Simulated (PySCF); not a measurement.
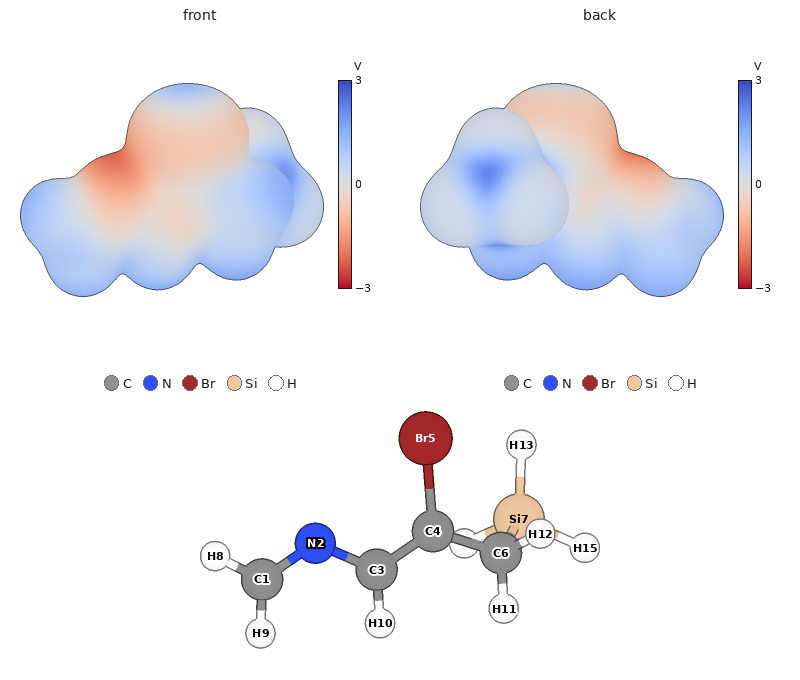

*C4H8BrNSi. The molecular electrostatic potential painted on the density surface at 0.004 e/bohr³, seen from the front and from behind; red is negative and blue positive. The bare structure is drawn below in the same view.*

Geometry: GFN2-xTB.

Method: PBE0/def2-SVPD, SCF density, gas phase in PySCF 2.14.0.

```yaml
atoms:
  - { symbol: C, position_ang: [3.2517, -0.1807, -0.5969] }
  - { symbol: N, position_ang: [2.1601, -0.7034, -0.2410] }
  - { symbol: C, position_ang: [1.1198, 0.0634, 0.2067] }
  - { symbol: C, position_ang: [-0.0365, -0.4946, 0.5861] }
  - { symbol: Br, position_ang: [-0.2034, -2.3815, 0.4732] }
  - { symbol: C, position_ang: [-1.2420, 0.2249, 1.0313] }
  - { symbol: Si, position_ang: [-2.5506, 0.3029, -0.3774] }
  - { symbol: H, position_ang: [4.0394, -0.8308, -0.9428] }
  - { symbol: H, position_ang: [3.4538, 0.8960, -0.5774] }
  - { symbol: H, position_ang: [1.2287, 1.1505, 0.2633] }
  - { symbol: H, position_ang: [-0.9695, 1.2357, 1.3376] }
  - { symbol: H, position_ang: [-1.6877, -0.2795, 1.8893] }
  - { symbol: H, position_ang: [-2.9996, -1.0486, -0.6938] }
  - { symbol: H, position_ang: [-1.9175, 0.9346, -1.5360] }
  - { symbol: H, position_ang: [-3.6511, 1.1191, 0.1335] }
```

Question: Describe the electrostatic potential map.

Answer: The most negative region (about −2.0 V) lies over N2, the most positive (about +1.9 V) over Si7. Br5 shows a σ-hole: about +1.1 V at the tip opposite its bond, against about −0.7 V on its flanks. N2 is the likeliest acceptor of a hydrogen bond.

Question: What dipole moment does the calculation give?

Answer: Its dipole moment is 2.63 D.
